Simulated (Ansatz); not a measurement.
**Single-point calculation of Pd7Pt12Au5 (part 2 of 2)**

The same run, continued: Pd7Pt12Au5 (disordered cell, 24 atoms in the cell); DFT PBE, scalar-relativistic, plane waves, PAW, no spin polarisation (Ansatz 0.2.0); cutoff 420 eV, 3×3×3 k-mesh, Fermi–Dirac smearing of 0.2292 eV. It belongs to a series of runs on one base structure; here: last frame at 2660 K on a finer mesh.

Geometry of the input (Å; fractional positions):
```
7.3796  -0.1787  0.0796
-0.1787  7.6045  -0.1422
0.0796  -0.1422  6.9926
Pt 0.4797  0.3801  0.6027
Pt 0.8925  0.3172  0.3599
Pt 0.0109  0.0952  0.0409
Pt 0.9740  0.8277  0.7408
Pt 0.3033  0.2979  0.9263
Pt 0.3805  0.6874  0.6313
Pt 0.7379  0.6275  0.5245
Pt 0.0159  0.4898  0.7041
Pt 0.2078  0.4837  0.3650
Pt 0.1646  0.1900  0.5629
Pt 0.5351  0.7454  0.2285
Pt 0.9533  0.4325  0.0440
Pd 0.6706  0.8708  0.8345
Pd 0.1247  0.8195  0.3948
Pd 0.2267  0.6192  0.0406
Pd 0.3135  0.8948  0.8571
Pd 0.8865  0.7920  0.1211
Pd 0.2887  0.1097  0.2104
Pd 0.7337  0.2275  0.8382
Au 0.6185  0.5508  0.9354
Au 0.7992  0.0048  0.4796
Au 0.5313  0.4069  0.2574
Au 0.4701  0.0381  0.5510
Au 0.6303  0.0907  0.1534
```

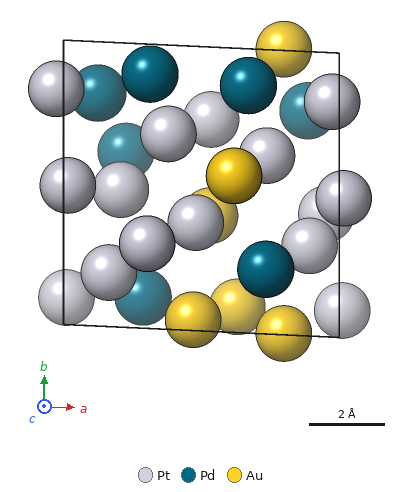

**Figure 1.** The input geometry (spheres-only view of the cell of the calculation, along the c axis).

Output, continued:
```
  k-point 1: bands = ["-85.5559", "-85.3370", "-85.2779", "-85.2373", "-85.2077", "-78.2887", "-78.2265", "-78.1847", "-78.1435", "-78.0848", ... 63 levels left out ..., "-31.9185", "-31.8265", "-30.2036", "-30.1855", "-30.1280", "-30.1037", "-30.0094", "-29.9937", "-29.9286", "-29.9173", "-29.9135", "-29.8755", "-29.8569", "-29.8371", "-29.7957", "-29.7815", "-29.7262", "-29.6329", "-29.6297", "-29.6166", "-29.6055", "-29.5184", "-29.4558", "11.4531", "12.5900", "13.1716", "13.2890", "13.4708", "13.5714",
      "13.6189", "13.7346", "13.7918", "13.9374", "13.9905", "14.0268", "14.1481", "14.2552", "14.2862", "14.3506", "14.4104", "14.4469", "14.4956", "14.5754", "14.6152", "14.6598", "14.6874", "14.7367", "14.8252", "14.8530", "14.9268", "14.9800", "15.0361", "15.1052", "15.2006", "15.2284", "15.2587", "15.3144", "15.3572", "15.4307", "15.4621", "15.5136", "15.5439", "15.5995", "15.6603", "15.7873", "15.8400", "15.9239", "15.9649", "16.0310",
      "16.0790", "16.1276", "16.1525", "16.1897", "16.2949", "16.3131", "16.3690", "16.4321", "16.4627", "16.5107", "16.6133", "16.6818", "16.7299", "16.7669", "16.7929", "16.8452", "16.8918", "16.9290", "16.9703", "17.0693", "17.1009", "17.1641", "17.1901", "17.2402", "17.3022", "17.3704", "17.4289", "17.4680", "17.5544", "17.5732", "17.6657", "17.7196", "17.7467", "17.8125", "17.8771", "17.9366", "17.9598", "18.0351", "18.1159", "18.1646",
      "18.1985", "18.2629", "18.3047", "18.3361", "18.3725", "18.4770", "18.4950", "18.5324", "18.5845", "18.6225", "18.7033", "18.7428", "18.8663", "18.8786", "18.9075", "18.9843", "18.9969", "19.0525", "19.1417", "19.2434", "19.2853", "19.3141", "19.3538", "19.4103", "19.4656", "19.4811", "19.5567", "19.5790", "19.6633", "19.7066", "19.7393", "19.7915", "19.8906", "19.9291", "19.9899", "20.0363", "20.0673", "20.0786", "20.1735", "20.2358",
      "20.3737", "20.4458", "20.5741", "20.6583", "21.1130", "21.4164", "21.6287", "21.7549", "22.2945", "22.4580", "22.7083", "23.2116", "23.3111", "23.6049", "24.1959", "24.5682", "25.1747", "25.7319", "26.3018", "26.6174", "27.0377", "27.2836", "27.3329", "27.5819", "27.7732", "27.9333", "28.2314", "28.3317", "28.4733", "28.7075", "28.9012", "29.0854", "29.3822", "29.6303", "29.7054", "29.8591", "30.1806", "30.3397", "30.3948", "30.5823",
      "30.7998", "30.8661", "31.0073", "31.1942", "31.3509", "31.5021", "31.7049", "31.9194", "32.0593", "32.2832", "32.4561"]
  k-point 2: bands = ["-85.5559", "-85.3370", "-85.2779", "-85.2373", "-85.2077", "-78.2888", "-78.2265", "-78.1847", "-78.1434", "-78.0845", ... 63 levels left out ..., "-31.9183", "-31.8265", "-30.2028", "-30.1860", "-30.1284", "-30.1035", "-30.0092", "-29.9938", "-29.9287", "-29.9174", "-29.9129", "-29.8751", "-29.8571", "-29.8376", "-29.7956", "-29.7819", "-29.7264", "-29.6329", "-29.6297", "-29.6160", "-29.6058", "-29.5186", "-29.4558", "11.3767", "12.5089", "13.1302", "13.3564", "13.4667", "13.5404",
      "13.6336", "13.8129", "13.8625", "13.9835", "14.0491", "14.1200", "14.2133", "14.2455", "14.3033", "14.3871", "14.4109", "14.5162", "14.5496", "14.5749", "14.6171", "14.7419", "14.7519", "14.8248", "14.8656", "14.9466", "14.9909", "15.0287", "15.0671", "15.1309", "15.1575", "15.2054", "15.2550", "15.2933", "15.3364", "15.4083", "15.4428", "15.4908", "15.5732", "15.6330", "15.6672", "15.7839", "15.8136", "15.8371", "15.8980", "15.9391",
      "15.9812", "16.0096", "16.0543", "16.0876", "16.1397", "16.2445", "16.3051", "16.3532", "16.4117", "16.4903", "16.5338", "16.5955", "16.6427", "16.7019", "16.7358", "16.8122", "16.8709", "16.8811", "16.9777", "16.9993", "17.0892", "17.1084", "17.1787", "17.2052", "17.3247", "17.3478", "17.4031", "17.4287", "17.5069", "17.5360", "17.6390", "17.6955", "17.7336", "17.8163", "17.8456", "17.8789", "17.9422", "17.9754", "18.0865", "18.1516",
      "18.1906", "18.2471", "18.3300", "18.3896", "18.4558", "18.5487", "18.6112", "18.6277", "18.6559", "18.7328", "18.7649", "18.8008", "18.8746", "18.9434", "18.9884", "19.0472", "19.1023", "19.1698", "19.2060", "19.2506", "19.3015", "19.3302", "19.3840", "19.4299", "19.4681", "19.5458", "19.5799", "19.6182", "19.6496", "19.6921", "19.7434", "19.7839", "19.8354", "19.9429", "19.9887", "20.0255", "20.0784", "20.2114", "20.2771", "20.3150",
      "20.4269", "20.5511", "20.6852", "20.8640", "21.0619", "21.4622", "21.8790", "22.1786", "22.3730", "22.6369", "22.8522", "23.0179", "23.2539", "23.5822", "23.8019", "23.9376", "24.2421", "24.8633", "25.4893", "26.3530", "26.6332", "26.9544", "27.1395", "27.4411", "27.6762", "27.8073", "28.1389", "28.3590", "28.5701", "29.0682", "29.3375", "29.4995", "29.7939", "29.9951", "30.2432", "30.3062", "30.4058", "30.6501", "30.7462", "30.8489",
      "31.1692", "31.3332", "31.4512", "31.5907", "31.7041", "31.8939", "32.1833", "32.3571", "32.4442", "32.5891", "32.8347"]
  k-point 13: bands = ["-85.5559", "-85.3370", "-85.2779", "-85.2373", "-85.2077", "-78.2887", "-78.2265", "-78.1847", "-78.1435", "-78.0849", ... 63 levels left out ..., "-31.9184", "-31.8265", "-30.2036", "-30.1840", "-30.1223", "-30.1030", "-30.0093", "-29.9943", "-29.9322", "-29.9179", "-29.9096", "-29.8801", "-29.8581", "-29.8380", "-29.7955", "-29.7812", "-29.7265", "-29.6330", "-29.6297", "-29.6166", "-29.6058", "-29.5184", "-29.4558", "12.0336", "12.8008", "12.9895", "13.0643", "13.4078", "13.5509",
      "13.6065", "13.7240", "13.7684", "13.8470", "13.9372", "14.0269", "14.1046", "14.1928", "14.2444", "14.3007", "14.3460", "14.4190", "14.4932", "14.5504", "14.5862", "14.6423", "14.6968", "14.8013", "14.8463", "14.8969", "14.9645", "15.0314", "15.0567", "15.1150", "15.1657", "15.2146", "15.2464", "15.3009", "15.3714", "15.4018", "15.4463", "15.5031", "15.5580", "15.6281", "15.6647", "15.7129", "15.7679", "15.8062", "15.8649", "15.9137",
      "15.9851", "16.0132", "16.0760", "16.1359", "16.2244", "16.2724", "16.3229", "16.3437", "16.4412", "16.4794", "16.5332", "16.5762", "16.6163", "16.6954", "16.7249", "16.8301", "16.9255", "16.9472", "16.9914", "17.0656", "17.1063", "17.1533", "17.2302", "17.2712", "17.3073", "17.3476", "17.3853", "17.5201", "17.5735", "17.6429", "17.6717", "17.7398", "17.8156", "17.8682", "17.9049", "17.9475", "17.9794", "18.0185", "18.0874", "18.1722",
      "18.2133", "18.3108", "18.3449", "18.3893", "18.4133", "18.4799", "18.5296", "18.6162", "18.6487", "18.6844", "18.7487", "18.7832", "18.8490", "18.8798", "18.9491", "18.9953", "19.0065", "19.0693", "19.0974", "19.1759", "19.2356", "19.2517", "19.3395", "19.3539", "19.4305", "19.4423", "19.5095", "19.5586", "19.6120", "19.6507", "19.6902", "19.7573", "19.8155", "19.8728", "19.8907", "19.9863", "20.0315", "20.1244", "20.1999", "20.2658",
      "20.3179", "20.4702", "21.3599", "21.5762", "21.6869", "21.9152", "22.1882", "22.2899", "22.4757", "22.7549", "23.2185", "23.3655", "23.6814", "23.9012", "24.2954", "24.6853", "25.3414", "25.4756", "25.7181", "25.9281", "26.0085", "26.1989", "26.3723", "26.6318", "26.8023", "27.0927", "27.3179", "27.4556", "27.8727", "28.2292", "28.5953", "28.9614", "29.2179", "29.5014", "29.6598", "29.9784", "30.1976", "30.4676", "30.6200", "30.8637",
      "31.1633", "31.4519", "31.6116", "31.6691", "31.8260", "32.0192", "32.2445", "32.4586", "32.6787", "32.8720", "33.1252"]
--- Löwdin populations: 24 sites ---
  site symbol       q [e]
     0     Pt     17.9974
     1     Pt     17.9769
     2     Pt     18.2293
     3     Pt     18.1766
     4     Pt     18.1535
     5     Pt     18.1143
     6     Pt     18.0360
     7     Pt     17.9757
     8     Pt     18.0837
     9     Pt     18.0828
    10     Pt     18.2309
    11     Pt     18.0528
    12     Pd     17.3034
    13     Pd     17.2921
    14     Pd     17.2312
    15     Pd     17.2357
    16     Pd     17.2723
    17     Pd     17.2533
    18     Pd     17.3189
    19     Au     18.8296
    20     Au     18.8611
    21     Au     18.6897
    22     Au     18.8721
    23     Au     18.9382
  spilling = 0.010967 (of n_electrons = 437.000000)
```

File populations.tsv:
```
# site	symbol	l	j	q
# orbitals = lowdin
# n_electrons = 437.000000
# spilling = 0.010967
0	Pt	0_5S	-	1.984492
0	Pt	0_6S	-	1.052785
0	Pt	1_5P	-	5.996994
0	Pt	2_5D	-	8.963089
1	Pt	0_5S	-	1.986043
1	Pt	0_6S	-	1.027542
1	Pt	1_5P	-	5.996235
1	Pt	2_5D	-	8.967086
2	Pt	0_5S	-	1.991275
2	Pt	0_6S	-	1.239337
2	Pt	1_5P	-	5.997926
2	Pt	2_5D	-	9.000755
3	Pt	0_5S	-	1.989617
3	Pt	0_6S	-	1.199636
3	Pt	1_5P	-	5.997610
3	Pt	2_5D	-	8.989741
4	Pt	0_5S	-	1.990909
4	Pt	0_6S	-	1.124438
4	Pt	1_5P	-	5.998027
4	Pt	2_5D	-	9.040133
5	Pt	0_5S	-	1.988384
5	Pt	0_6S	-	1.168911
5	Pt	1_5P	-	5.997295
5	Pt	2_5D	-	8.959740
6	Pt	0_5S	-	1.989113
6	Pt	0_6S	-	1.033499
6	Pt	1_5P	-	5.997829
6	Pt	2_5D	-	9.015543
7	Pt	0_5S	-	1.986462
7	Pt	0_6S	-	1.060151
7	Pt	1_5P	-	5.996663
7	Pt	2_5D	-	8.932387
8	Pt	0_5S	-	1.987300
8	Pt	0_6S	-	1.114261
8	Pt	1_5P	-	5.997401
8	Pt	2_5D	-	8.984779
9	Pt	0_5S	-	1.989329
9	Pt	0_6S	-	1.077415
9	Pt	1_5P	-	5.997475
9	Pt	2_5D	-	9.018580
10	Pt	0_5S	-	1.991080
10	Pt	0_6S	-	1.120399
10	Pt	1_5P	-	5.997737
10	Pt	2_5D	-	9.121723
11	Pt	0_5S	-	1.985078
11	Pt	0_6S	-	1.156238
11	Pt	1_5P	-	5.996861
11	Pt	2_5D	-	8.914589
12	Pd	0_4S	-	1.996992
12	Pd	1_4P	-	5.997111
12	Pd	2_4D	-	9.309338
13	Pd	0_4S	-	1.998008
13	Pd	1_4P	-	5.997960
13	Pd	2_4D	-	9.296087
14	Pd	0_4S	-	1.997047
14	Pd	1_4P	-	5.997018
14	Pd	2_4D	-	9.237167
15	Pd	0_4S	-	1.996499
15	Pd	1_4P	-	5.996335
15	Pd	2_4D	-	9.242858
16	Pd	0_4S	-	1.997490
16	Pd	1_4P	-	5.997396
16	Pd	2_4D	-	9.277399
17	Pd	0_4S	-	1.996974
17	Pd	1_4P	-	5.996643
17	Pd	2_4D	-	9.259690
18	Pd	0_4S	-	1.997971
18	Pd	1_4P	-	5.997806
18	Pd	2_4D	-	9.323149
19	Au	0_5S	-	1.992682
19	Au	0_6S	-	1.165451
19	Au	1_5P	-	5.997624
19	Au	2_5D	-	9.673800
20	Au	0_5S	-	1.992968
20	Au	0_6S	-	1.181750
20	Au	1_5P	-	5.997443
20	Au	2_5D	-	9.688913
21	Au	0_5S	-	1.989891
21	Au	0_6S	-	1.093424
21	Au	1_5P	-	5.996721
21	Au	2_5D	-	9.609706
22	Au	0_5S	-	1.992418
22	Au	0_6S	-	1.219115
22	Au	1_5P	-	5.997306
22	Au	2_5D	-	9.663284
23	Au	0_5S	-	1.994044
23	Au	0_6S	-	1.256718
23	Au	1_5P	-	5.997968
23	Au	2_5D	-	9.689468
```

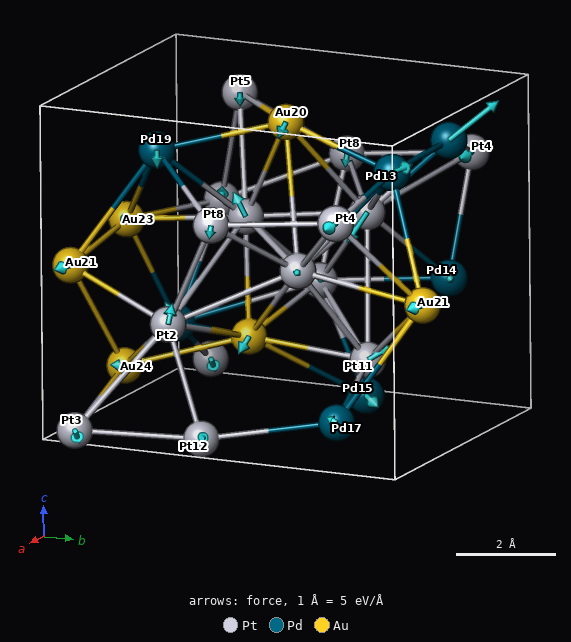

**Figure 2.** Forces on the atoms as teal arrows (ball-and-stick view of the cell of the calculation, seen slightly off an axis; atoms are numbered from 1 in the order of the input). The largest act on Pd16 (6.64 eV/Å); Pt6 (3.97 eV/Å); Pt4 (3.44 eV/Å); Pd13 (3.10 eV/Å), among others. The geometry is not a stationary point of this energy.

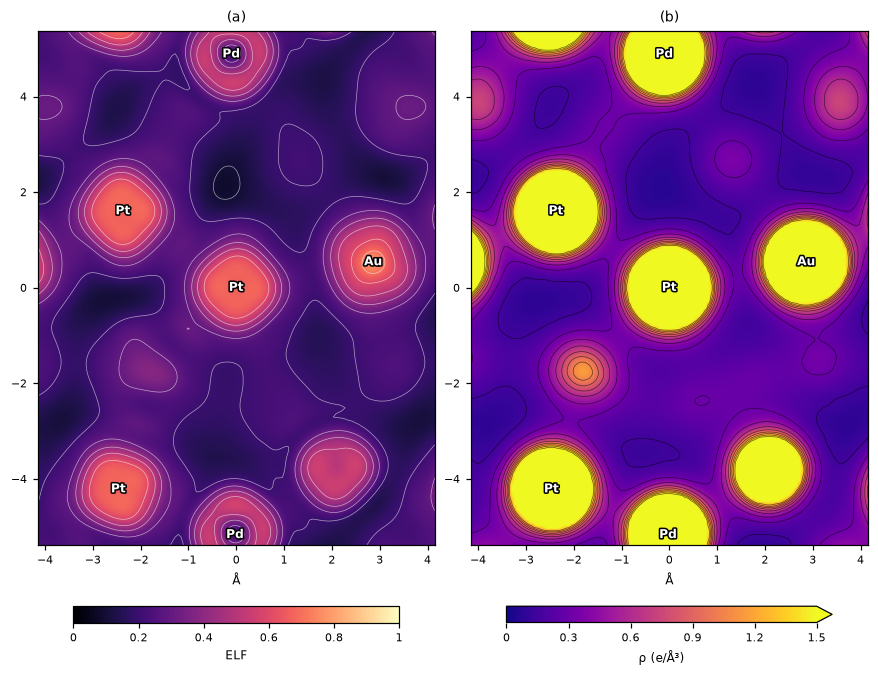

**Figure 3.** (a) ELF; (b) valence pseudo-density on the (101) plane of the calculation cell. Atoms in the plane: Pt, Pd and Au. Away from the nuclei the density in this plane falls to 0.07 e/Å³ at its lowest. The strong features right at Pt, Pd and Au lie inside the PAW spheres (semicore, d or f shells) and say nothing about bonding. Core electrons are frozen (PAW), so the fields are smoothed inside the atomic spheres.

Results in brief:

| quantity | value |
| --- | --- |
| outcome | converged |
| electrons treated | 437 |
| free energy | −264824.9995 eV |
| Fermi energy | 20.169 eV |
| gap on the k-point mesh | none (metallic) |
| pressure | 16.10 GPa |
| largest force (length of the vector) | 6.640 eV/Å |
| wall time | 2.9 min (CPU time 5.7 min) |
| peak memory | 2 GiB |

Spin–orbit coupling is left out, which matters for Au and Pt.
